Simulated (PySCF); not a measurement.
## Geometry relaxation of SiH (charge −1)

SiH, charge −1, multiplicity 3, computed with UHF/def2-tzvpp, optimize (PySCF 2.14.0).

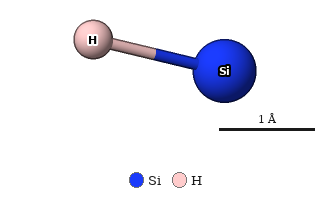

Figure 1. The starting structure (ball-and-stick view, seen at a tilt). Bond lengths as drawn: H–Si 1.53 Å.

### Results in brief

| quantity | value |
| --- | --- |
| outcome | converged |
| SCF energy at the first geometry | −289.455781 hartree |
| ⟨S²⟩ | 2.038 |
| hardware | 1 CPU thread, shared host |
| wall time | 2.7 s |

### Input
```python
from pyscf import gto, scf
from pyscf.geomopt.geometric_solver import optimize

mol = gto.M(
    atom='Si 0 0 0; H 0 0 1.535',
    basis='def2-tzvpp',
    charge=-1,
    spin=2,
    verbose=4,
)
mf = scf.UHF(mol)
mf.conv_tol = 1e-13
mf.kernel()
mol_eq = optimize(mf, maxsteps=30)
print('optimised geometry (angstrom)')
print(mol_eq.tostring('raw'))
print('orbital energies (hartree):', [e[max(0, n-3):n+3].round(4) for e, n in zip(mf.mo_energy, mol.nelec)])
```

Command:
```bash
OMP_NUM_THREADS=1 python input.py
```

### Output
```
PySCF version 2.14.0

[INPUT] verbose = 4
[INPUT] num. atoms = 2
[INPUT] num. electrons = 16
[INPUT] charge = -1
[INPUT] spin (= nelec alpha-beta = 2S) = 2
[INPUT] symmetry False subgroup None
[INPUT] Mole.unit = angstrom
[INPUT] Symbol           X                Y                Z      unit          X                Y                Z       unit  Magmom
[INPUT]  1 Si     0.000000000000   0.000000000000   0.000000000000 AA    0.000000000000   0.000000000000   0.000000000000 Bohr   0.0
[INPUT]  2 H      0.000000000000   0.000000000000   1.535000000000 AA    0.000000000000   0.000000000000   2.900729601207 Bohr   0.0

nuclear repulsion = 4.82637195627362
number of shells = 20
number of NR pGTOs = 79
number of NR cGTOs = 56
basis = def2-tzvpp
ecp = {}

******** <class 'pyscf.scf.uhf.UHF'> ********
method = UHF
initial guess = minao
damping factor = 0
level_shift factor = 0
DIIS = <class 'pyscf.scf.diis.CDIIS'>
diis_start_cycle = 1
diis_space = 8
diis_damp = 0
SCF conv_tol = 1e-13
SCF conv_tol_grad = None
SCF max_cycles = 50
direct_scf = True
direct_scf_tol = 1e-13
number electrons alpha = 9  beta = 7
Set gradient conv threshold to 3.16228e-07
init E= -289.131167098807
  alpha nocc = 9  HOMO = -0.0637793136459968  LUMO = 0.132042927242427
  beta  nocc = 7  HOMO = -0.253000245127851  LUMO = -0.0637793136459976

WARN: HOMO -0.0637793136459968 >= LUMO -0.0637793136459976

cycle= 1 E= -289.441249650279  delta_E= -0.31  |g|= 0.0978  |ddm|= 0.876
  alpha nocc = 9  HOMO = -0.0260170347581318  LUMO = 0.371587222024527
  beta  nocc = 7  HOMO = -0.0794145731862184  LUMO = 0.287052793269608
  HOMO = -0.0260170347581  LUMO = 0.28705279327  gap/eV = 8.51906
cycle= 2 E= -289.453180078816  delta_E= -0.0119  |g|= 0.0332  |ddm|= 0.27
  alpha nocc = 9  HOMO = -0.0467825477086515  LUMO = 0.365100596267689
  beta  nocc = 7  HOMO = -0.105885011367887  LUMO = 0.275955409756368
  HOMO = -0.0467825477087  LUMO = 0.275955409756  gap/eV = 8.78215
cycle= 3 E= -289.455159477916  delta_E= -0.00198  |g|= 0.0139  |ddm|= 0.0832
  alpha nocc = 9  HOMO = -0.0449501724831627  LUMO = 0.367978868281343
  beta  nocc = 7  HOMO = -0.103722759585635  LUMO = 0.280879130617253
  HOMO = -0.0449501724832  LUMO = 0.280879130617  gap/eV = 8.86627
cycle= 4 E= -289.455596007734  delta_E= -0.000437  |g|= 0.0067  |ddm|= 0.0422
  alpha nocc = 9  HOMO = -0.0456701438726642  LUMO = 0.368775243535042
  beta  nocc = 7  HOMO = -0.104776884528793  LUMO = 0.28203627524644
  HOMO = -0.0456701438727  LUMO = 0.282036275246  gap/eV = 8.91735
cycle= 5 E= -289.455734681301  delta_E= -0.000139  |g|= 0.00302  |ddm|= 0.0287
  alpha nocc = 9  HOMO = -0.0460730227429556  LUMO = 0.36905774868765
  beta  nocc = 7  HOMO = -0.105469400234261  LUMO = 0.282326095151452
  HOMO = -0.046073022743  LUMO = 0.282326095151  gap/eV = 8.93620
cycle= 6 E= -289.455771463657  delta_E= -3.68e-05  |g|= 0.00138  |ddm|= 0.0188
  alpha nocc = 9  HOMO = -0.0461954357324702  LUMO = 0.36914295748482
  beta  nocc = 7  HOMO = -0.105662100017664  LUMO = 0.282285003857813
  HOMO = -0.0461954357325  LUMO = 0.282285003858  gap/eV = 8.93841
cycle= 7 E= -289.455779276894  delta_E= -7.81e-06  |g|= 0.000637  |ddm|= 0.00892
  alpha nocc = 9  HOMO = -0.0462147891998006  LUMO = 0.369223966950939
  beta  nocc = 7  HOMO = -0.105593159978937  LUMO = 0.282310110760582
  HOMO = -0.0462147891998  LUMO = 0.282310110761  gap/eV = 8.93962
cycle= 8 E= -289.455780954867  delta_E= -1.68e-06  |g|= 0.000152  |ddm|= 0.00476
  alpha nocc = 9  HOMO = -0.0462033871781973  LUMO = 0.369243078402061
  beta  nocc = 7  HOMO = -0.105545747945023  LUMO = 0.282326828816494
  HOMO = -0.0462033871782  LUMO = 0.282326828816  gap/eV = 8.93976
cycle= 9 E= -289.455781031782  delta_E= -7.69e-08  |g|= 3.57e-05  |ddm|= 0.000893
  alpha nocc = 9  HOMO = -0.0462032424070243  LUMO = 0.369241790990392
  beta  nocc = 7  HOMO = -0.105540944085156  LUMO = 0.282325424206171
  HOMO = -0.046203242407  LUMO = 0.282325424206  gap/eV = 8.93972
cycle= 10 E= -289.455781035716  delta_E= -3.93e-09  |g|= 9.31e-06  |ddm|= 0.00018
  alpha nocc = 9  HOMO = -0.0462049845127477  LUMO = 0.369240054889019
  beta  nocc = 7  HOMO = -0.105544542354338  LUMO = 0.282322990327614
  HOMO = -0.0462049845127  LUMO = 0.282322990328  gap/eV = 8.93970
cycle= 11 E= -289.455781035967  delta_E= -2.51e-10  |g|= 2.3e-06  |ddm|= 5.74e-05
  alpha nocc = 9  HOMO = -0.0462044875769176  LUMO = 0.369240445127817
  beta  nocc = 7  HOMO = -0.105544378381378  LUMO = 0.282323395192565
  HOMO = -0.0462044875769  LUMO = 0.282323395193  gap/eV = 8.93970
cycle= 12 E= -289.45578103598  delta_E= -1.24e-11  |g|= 7.45e-07  |ddm|= 1.24e-05
  alpha nocc = 9  HOMO = -0.0462045067633799  LUMO = 0.369240462298498
  beta  nocc = 7  HOMO = -0.105544736646632  LUMO = 0.282323317657613
  HOMO = -0.0462045067634  LUMO = 0.282323317658  gap/eV = 8.93970
cycle= 13 E= -289.455781035982  delta_E= -2.27e-12  |g|= 1.89e-07  |ddm|= 4.93e-06
  alpha nocc = 9  HOMO = -0.0462044625973004  LUMO = 0.369240480801784
  beta  nocc = 7  HOMO = -0.105544758407563  LUMO = 0.282323350258092
  HOMO = -0.0462044625973  LUMO = 0.282323350258  gap/eV = 8.93970
cycle= 14 E= -289.455781035982  delta_E= 1.71e-13  |g|= 7.28e-08  |ddm|= 1.12e-06
  alpha nocc = 9  HOMO = -0.0462044642892337  LUMO = 0.36924047732702
  beta  nocc = 7  HOMO = -0.105544777988454  LUMO = 0.282323347286488
  HOMO = -0.0462044642892  LUMO = 0.282323347286  gap/eV = 8.93970
cycle= 15 E= -289.455781035982  delta_E= 5.68e-14  |g|= 4.7e-08  |ddm|= 2.26e-07
  alpha nocc = 9  HOMO = -0.0462044686831276  LUMO = 0.369240474322591
  beta  nocc = 7  HOMO = -0.105544794715966  LUMO = 0.282323345476552
  HOMO = -0.0462044686831  LUMO = 0.282323345477  gap/eV = 8.93970
Extra cycle  E= -289.455781035982  delta_E= -1.14e-13  |g|= 2.5e-08  |ddm|= 1.29e-07
converged SCF energy = -289.455781035982  <S^2> = 2.0379042  2S+1 = 3.0251639
Create scanner for <class 'pyscf.grad.uhf.Gradients'>
Create scanner for <class 'pyscf.scf.uhf.UHF'>
input.py

Current date and time:

#|     Arguments passed to driver run_optimizer():      |#
customengine              <pyscf.geomopt.geometric_solver.PySCFEngine object>
logIni                    [file]
maxiter                   30
----------------------------------------------------------
Custom engine selected.
Bonds will be generated from interatomic distances less than 1.20 times sum of covalent radii
6 internal coordinates being used (instead of 6 Cartesians)
Internal coordinate system (atoms numbered from 1):
Distance 1-2
Translation-X 1-2
Translation-Y 1-2
Translation-Z 1-2
Rotation-A 1-2
Rotation-B 1-2
Rotation-C 1-2
<class 'geometric.internal.Distance'> : 1
<class 'geometric.internal.TranslationX'> : 1
<class 'geometric.internal.TranslationY'> : 1
<class 'geometric.internal.TranslationZ'> : 1
<class 'geometric.internal.RotationA'> : 1
<class 'geometric.internal.RotationB'> : 1
<class 'geometric.internal.RotationC'> : 1
> ===== Optimization Info: ====
> Job type: Energy minimization
> Maximum number of optimization cycles: 30
> Initial / maximum trust radius (Angstrom): 0.100 / 0.300
> Convergence Criteria:
> Will converge when all 5 criteria are reached:
>  |Delta-E| < 1.00e-06
>  RMS-Grad  < 3.00e-04
>  Max-Grad  < 4.50e-04
>  RMS-Disp  < 1.20e-03
>  Max-Disp  < 1.80e-03
> === End Optimization Info ===

Geometry optimization cycle 1
Cartesian coordinates (Angstrom)
 Atom        New coordinates             dX        dY        dZ
  Si   0.000000   0.000000   0.000000    0.000000  0.000000  0.000000
   H   0.000000   0.000000   1.535000    0.000000  0.000000  0.000000

WARN: Mole.unit (angstrom) is changed to Bohr

New geometry
   1 Si     0.000000000000   0.000000000000   0.000000000000 AA    0.000000000000   0.000000000000   0.000000000000 Bohr
   2 H      0.000000000000   0.000000000000   1.535000000000 AA    0.000000000000   0.000000000000   2.900729601207 Bohr

******** <class 'pyscf.scf.hf.UHF_Scanner'> ********
method = UHF_Scanner
initial guess = minao
damping factor = 0
level_shift factor = 0
DIIS = <class 'pyscf.scf.diis.CDIIS'>
diis_start_cycle = 1
diis_space = 8
diis_damp = 0
SCF conv_tol = 1e-13
SCF conv_tol_grad = None
SCF max_cycles = 50
direct_scf = True
direct_scf_tol = 1e-13
number electrons alpha = 9  beta = 7
Set gradient conv threshold to 3.16228e-07
init E= -289.455781035982
  alpha nocc = 9  HOMO = -0.0462044687702817  LUMO = 0.369240474221712
  beta  nocc = 7  HOMO = -0.105544801666793  LUMO = 0.282323346374702
  HOMO = -0.0462044687703  LUMO = 0.282323346375  gap/eV = 8.93970
cycle= 1 E= -289.455781035982  delta_E= -5.68e-14  |g|= 1.42e-08  |ddm|= 7.11e-08
  alpha nocc = 9  HOMO = -0.0462044690095309  LUMO = 0.369240474229926
  beta  nocc = 7  HOMO = -0.105544806115695  LUMO = 0.282323346721411
  HOMO = -0.0462044690095  LUMO = 0.282323346721  gap/eV = 8.93970
Extra cycle  E= -289.455781035982  delta_E= 2.27e-13  |g|= 8.2e-09  |ddm|= 4.03e-08
converged SCF energy = -289.455781035982  <S^2> = 2.0379042  2S+1 = 3.025164

******** <class 'pyscf.grad.rhf.Gradients_Scanner'> for <class 'pyscf.scf.hf.UHF_Scanner'> ********
unit = Eh/Bohr
--------------- UHF_Scanner gradients ---------------
         x                y                z
0 Si    -0.0000000000     0.0000000000     0.0038614312
1 H     0.0000000000    -0.0000000000    -0.0038614312
----------------------------------------------
cycle 1: E = -289.455781036  dE = -289.456  norm(grad) = 0.00546089
Step    0 : Gradient = 3.861e-03/3.861e-03 (rms/max) Energy = -289.4557810360
Hessian Eigenvalues: 5.00000e-02 5.00000e-02 5.00000e-02 ... 5.00000e-02 5.00000e-02 1.54128e-01

Geometry optimization cycle 2
Cartesian coordinates (Angstrom)
 Atom        New coordinates             dX        dY        dZ
  Si   0.000000  -0.000000  -0.006629    0.000000 -0.000000 -0.006629
   H  -0.000000   0.000000   1.541629   -0.000000  0.000000  0.006629
New geometry
   1 Si     0.000000000000  -0.000000000000  -0.006628857750 AA    0.000000000000  -0.000000000000  -0.012526725666 Bohr
   2 H     -0.000000000000   0.000000000000   1.541628857750 AA   -0.000000000000   0.000000000000   2.913256326873 Bohr

******** <class 'pyscf.scf.hf.UHF_Scanner'> ********
method = UHF_Scanner
initial guess = minao
damping factor = 0
level_shift factor = 0
DIIS = <class 'pyscf.scf.diis.CDIIS'>
diis_start_cycle = 1
diis_space = 8
diis_damp = 0
SCF conv_tol = 1e-13
SCF conv_tol_grad = None
SCF max_cycles = 50
direct_scf = True
direct_scf_tol = 1e-13
number electrons alpha = 9  beta = 7
Set gradient conv threshold to 3.16228e-07
init E= -289.454597159034
  alpha nocc = 9  HOMO = -0.0467665108422368  LUMO = 0.367788477954607
  beta  nocc = 7  HOMO = -0.106723116734697  LUMO = 0.28186660940096
  HOMO = -0.0467665108422  LUMO = 0.281866609401  gap/eV = 8.94256
cycle= 1 E= -289.455831486032  delta_E= -0.00123  |g|= 0.00151  |ddm|= 0.00608
  alpha nocc = 9  HOMO = -0.0464664445727868  LUMO = 0.368073854739848
  beta  nocc = 7  HOMO = -0.106004742097843  LUMO = 0.28213471340016
  HOMO = -0.0464664445728  LUMO = 0.2821347134  gap/eV = 8.94169
cycle= 2 E= -289.455833676686  delta_E= -2.19e-06  |g|= 0.000471  |ddm|= 0.00203
  alpha nocc = 9  HOMO = -0.0465089840258361  LUMO = 0.368035824177598
  beta  nocc = 7  HOMO = -0.105953615625097  LUMO = 0.282112719326448
  HOMO = -0.0465089840258  LUMO = 0.282112719326  gap/eV = 8.94225
cycle= 3 E= -289.455833844702  delta_E= -1.68e-07  |g|= 0.00015  |ddm|= 0.000762
  alpha nocc = 9  HOMO = -0.0465277610845557  LUMO = 0.368020411726096
  beta  nocc = 7  HOMO = -0.105938272625293  LUMO = 0.282104028381254
  HOMO = -0.0465277610846  LUMO = 0.282104028381  gap/eV = 8.94253
cycle= 4 E= -289.455833893463  delta_E= -4.88e-08  |g|= 3.5e-05  |ddm|= 0.000595
  alpha nocc = 9  HOMO = -0.0465258994241475  LUMO = 0.368022677419356
  beta  nocc = 7  HOMO = -0.105923406562146  LUMO = 0.282107282594565
  HOMO = -0.0465258994241  LUMO = 0.282107282595  gap/eV = 8.94256
cycle= 5 E= -289.455833896677  delta_E= -3.21e-09  |g|= 1.08e-05  |ddm|= 0.00016
  alpha nocc = 9  HOMO = -0.0465264888005549  LUMO = 0.368022452761396
  beta  nocc = 7  HOMO = -0.105919615046233  LUMO = 0.282106980423596
  HOMO = -0.0465264888006  LUMO = 0.282106980424  gap/eV = 8.94257
cycle= 6 E= -289.455833896989  delta_E= -3.13e-10  |g|= 4.95e-06  |ddm|= 4.48e-05
  alpha nocc = 9  HOMO = -0.0465262447779494  LUMO = 0.368022264753384
  beta  nocc = 7  HOMO = -0.105917358643735  LUMO = 0.282106897397056
  HOMO = -0.0465262447779  LUMO = 0.282106897397  gap/eV = 8.94256
cycle= 7 E= -289.455833897068  delta_E= -7.87e-11  |g|= 2.25e-06  |ddm|= 2.44e-05
  alpha nocc = 9  HOMO = -0.0465260888543375  LUMO = 0.36802192477637
  beta  nocc = 7  HOMO = -0.105916684232234  LUMO = 0.282106662251989
  HOMO = -0.0465260888543  LUMO = 0.282106662252  gap/eV = 8.94255
cycle= 8 E= -289.455833897088  delta_E= -2.03e-11  |g|= 1.02e-06  |ddm|= 1.3e-05
  alpha nocc = 9  HOMO = -0.0465259629369075  LUMO = 0.368021729778228
  beta  nocc = 7  HOMO = -0.105916621054989  LUMO = 0.282106561226562
  HOMO = -0.0465259629369  LUMO = 0.282106561227  gap/eV = 8.94255
cycle= 9 E= -289.455833897093  delta_E= -5e-12  |g|= 3.37e-07  |ddm|= 8.16e-06
  alpha nocc = 9  HOMO = -0.0465259534533009  LUMO = 0.368021708598942
  beta  nocc = 7  HOMO = -0.105916713235851  LUMO = 0.282106559433298
  HOMO = -0.0465259534533  LUMO = 0.282106559433  gap/eV = 8.94255
cycle= 10 E= -289.455833897093  delta_E= 1.71e-13  |g|= 1.01e-07  |ddm|= 2.64e-06
  alpha nocc = 9  HOMO = -0.0465259565075799  LUMO = 0.368021713171071
  beta  nocc = 7  HOMO = -0.105916736890308  LUMO = 0.282106564768872
  HOMO = -0.0465259565076  LUMO = 0.282106564769  gap/eV = 8.94255
cycle= 11 E= -289.455833897093  delta_E= 1.14e-13  |g|= 4.93e-08  |ddm|= 4.18e-07
  alpha nocc = 9  HOMO = -0.0465259603459407  LUMO = 0.368021717152752
  beta  nocc = 7  HOMO = -0.10591675015616  LUMO = 0.282106569033508
  HOMO = -0.0465259603459  LUMO = 0.282106569034  gap/eV = 8.94255
cycle= 12 E= -289.455833897093  delta_E= 5.68e-14  |g|= 1.67e-08  |ddm|= 2.02e-07
  alpha nocc = 9  HOMO = -0.046525960541095  LUMO = 0.368021717480016
  beta  nocc = 7  HOMO = -0.105916750753964  LUMO = 0.282106569976674
  HOMO = -0.0465259605411  LUMO = 0.282106569977  gap/eV = 8.94255
Extra cycle  E= -289.455833897093  delta_E= -2.27e-13  |g|= 8.45e-09  |ddm|= 3.64e-08
converged SCF energy = -289.455833897093  <S^2> = 2.0377719  2S+1 = 3.0250765

******** <class 'pyscf.grad.rhf.Gradients_Scanner'> for <class 'pyscf.scf.hf.UHF_Scanner'> ********
unit = Eh/Bohr
--------------- UHF_Scanner gradients ---------------
         x                y                z
0 Si     0.0000000000    -0.0000000000     0.0003943857
1 H    -0.0000000000     0.0000000000    -0.0003943857
----------------------------------------------
cycle 2: E = -289.455833897  dE = -5.28611e-05  norm(grad) = 0.000557746
Step    1 : Displace = 6.629e-03/6.629e-03 (rms/max) Trust = 1.000e-01 (=) Grad = 3.944e-04/3.944e-04 (rms/max) E (change) = -289.4558338971 (-5.286e-05) Quality = 1.093
Hessian Eigenvalues: 5.00000e-02 5.00000e-02 5.00000e-02 ... 5.00000e-02 5.00000e-02 1.38386e-01

Geometry optimization cycle 3
Cartesian coordinates (Angstrom)
 Atom        New coordinates             dX        dY        dZ
  Si  -0.000000   0.000000  -0.007383   -0.000000  0.000000 -0.000754
   H   0.000000  -0.000000   1.542383    0.000000 -0.000000  0.000754
New geometry
   1 Si    -0.000000000000   0.000000000000  -0.007382908125 AA   -0.000000000000   0.000000000000  -0.013951674359 Bohr
   2 H      0.000000000000  -0.000000000000   1.542382908125 AA    0.000000000000  -0.000000000000   2.914681275566 Bohr

******** <class 'pyscf.scf.hf.UHF_Scanner'> ********
method = UHF_Scanner
initial guess = minao
damping factor = 0
level_shift factor = 0
DIIS = <class 'pyscf.scf.diis.CDIIS'>
diis_start_cycle = 1
diis_space = 8
diis_damp = 0
SCF conv_tol = 1e-13
SCF conv_tol_grad = None
SCF max_cycles = 50
direct_scf = True
direct_scf_tol = 1e-13
number electrons alpha = 9  beta = 7
Set gradient conv threshold to 3.16228e-07
init E= -289.455687410483
  alpha nocc = 9  HOMO = -0.0465909360322552  LUMO = 0.367854560170636
  beta  nocc = 7  HOMO = -0.106051474609304  LUMO = 0.282053821940544
  HOMO = -0.0465909360323  LUMO = 0.282053821941  gap/eV = 8.94288
cycle= 1 E= -289.455834446415  delta_E= -0.000147  |g|= 0.000172  |ddm|= 0.000691
  alpha nocc = 9  HOMO = -0.0465561178323367  LUMO = 0.367887589729605
  beta  nocc = 7  HOMO = -0.105968527781206  LUMO = 0.282084980121153
  HOMO = -0.0465561178323  LUMO = 0.282084980121  gap/eV = 8.94278
cycle= 2 E= -289.455834474825  delta_E= -2.84e-08  |g|= 5.36e-05  |ddm|= 0.000231
  alpha nocc = 9  HOMO = -0.0465610804957754  LUMO = 0.367883156465561
  beta  nocc = 7  HOMO = -0.105962834065437  LUMO = 0.282082366443832
  HOMO = -0.0465610804958  LUMO = 0.282082366444  gap/eV = 8.94284
cycle= 3 E= -289.455834477008  delta_E= -2.18e-09  |g|= 1.71e-05  |ddm|= 8.69e-05
  alpha nocc = 9  HOMO = -0.0465632274400399  LUMO = 0.3678813835549
  beta  nocc = 7  HOMO = -0.10596105308302  LUMO = 0.282081372958067
  HOMO = -0.04656322744  LUMO = 0.282081372958  gap/eV = 8.94288
cycle= 4 E= -289.455834477644  delta_E= -6.36e-10  |g|= 3.99e-06  |ddm|= 6.8e-05
  alpha nocc = 9  HOMO = -0.0465630146626264  LUMO = 0.367881640973593
  beta  nocc = 7  HOMO = -0.105959341786834  LUMO = 0.282081744819649
  HOMO = -0.0465630146626  LUMO = 0.28208174482  gap/eV = 8.94288
cycle= 5 E= -289.455834477686  delta_E= -4.21e-11  |g|= 1.24e-06  |ddm|= 1.84e-05
  alpha nocc = 9  HOMO = -0.046563080384474  LUMO = 0.367881613007597
  beta  nocc = 7  HOMO = -0.105958907774294  LUMO = 0.282081709052532
  HOMO = -0.0465630803845  LUMO = 0.282081709053  gap/eV = 8.94288
cycle= 6 E= -289.455834477691  delta_E= -4.32e-12  |g|= 5.75e-07  |ddm|= 5.16e-06
  alpha nocc = 9  HOMO = -0.0465630509627202  LUMO = 0.367881589709501
  beta  nocc = 7  HOMO = -0.105958649794333  LUMO = 0.282081699049877
  HOMO = -0.0465630509627  LUMO = 0.28208169905  gap/eV = 8.94288
cycle= 7 E= -289.455834477691  delta_E= -6.82e-13  |g|= 2.65e-07  |ddm|= 2.84e-06
  alpha nocc = 9  HOMO = -0.0465630324658449  LUMO = 0.367881549000195
  beta  nocc = 7  HOMO = -0.105958573031353  LUMO = 0.282081671272939
  HOMO = -0.0465630324658  LUMO = 0.282081671273  gap/eV = 8.94288
cycle= 8 E= -289.455834477692  delta_E= -6.25e-13  |g|= 1.21e-07  |ddm|= 1.55e-06
  alpha nocc = 9  HOMO = -0.0465630249536717  LUMO = 0.367881536558599
  beta  nocc = 7  HOMO = -0.105958566527461  LUMO = 0.282081664510723
  HOMO = -0.0465630249537  LUMO = 0.282081664511  gap/eV = 8.94288
cycle= 9 E= -289.455834477692  delta_E= -5.68e-14  |g|= 7.66e-08  |ddm|= 5.09e-07
  alpha nocc = 9  HOMO = -0.0465630223577709  LUMO = 0.367881533770738
  beta  nocc = 7  HOMO = -0.105958573040551  LUMO = 0.2820816640485
  HOMO = -0.0465630223578  LUMO = 0.282081664048  gap/eV = 8.94288
Extra cycle  E= -289.455834477692  delta_E= 2.27e-13  |g|= 5.54e-08  |ddm|= 2.14e-07
converged SCF energy = -289.455834477692  <S^2> = 2.0377569  2S+1 = 3.0250665

******** <class 'pyscf.grad.rhf.Gradients_Scanner'> for <class 'pyscf.scf.hf.UHF_Scanner'> ********
unit = Eh/Bohr
--------------- UHF_Scanner gradients ---------------
         x                y                z
0 Si    -0.0000000000    -0.0000000000     0.0000135176
1 H     0.0000000000     0.0000000000    -0.0000135176
----------------------------------------------
cycle 3: E = -289.455834478  dE = -5.80599e-07  norm(grad) = 1.91168e-05
```

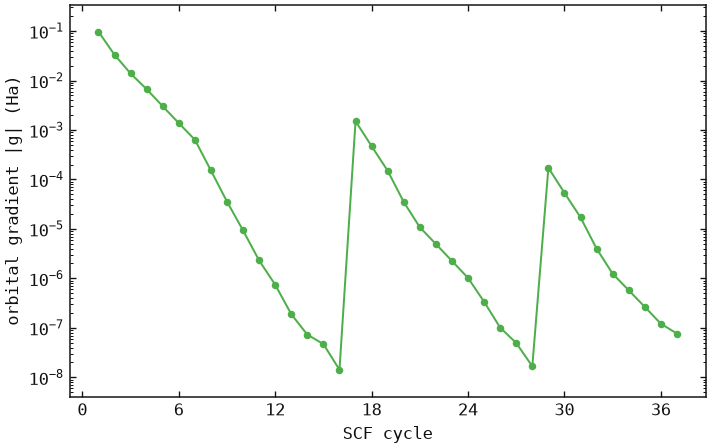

Figure 2. Convergence of the self-consistent field: orbital gradient |g| against the SCF cycle. All cycles printed in the log are drawn one after another.

```
Step    2 : Displace = 7.541e-04/7.541e-04 (rms/max) Trust = 1.414e-01 (+) Grad = 1.352e-05/1.352e-05 (rms/max) E (change) = -289.4558344777 (-5.806e-07) Quality = 1.033
Hessian Eigenvalues: 5.00000e-02 5.00000e-02 5.00000e-02 ... 5.00000e-02 5.00000e-02 1.38386e-01
Converged! =D

    #| If this code has benefited your research, please support us by citing: |#
    #| Wang, L.-P.; Song, C.C. (2016) "Geometry optimization made simple with |#
    #| translation and rotation coordinates", J. Chem, Phys. 144, 214108.     |#
    #|                                     |#
optimised geometry (angstrom)
Si         -0.00000000        0.00000000       -0.00738291
H           0.00000000       -0.00000000        1.54238291
orbital energies (hartree): [array([-0.1472, -0.0462, -0.0462,  0.3446,  0.4667,  0.5032]), array([-3.955 , -0.3296, -0.1055,  0.2823,  0.2823,  0.3692])]
```
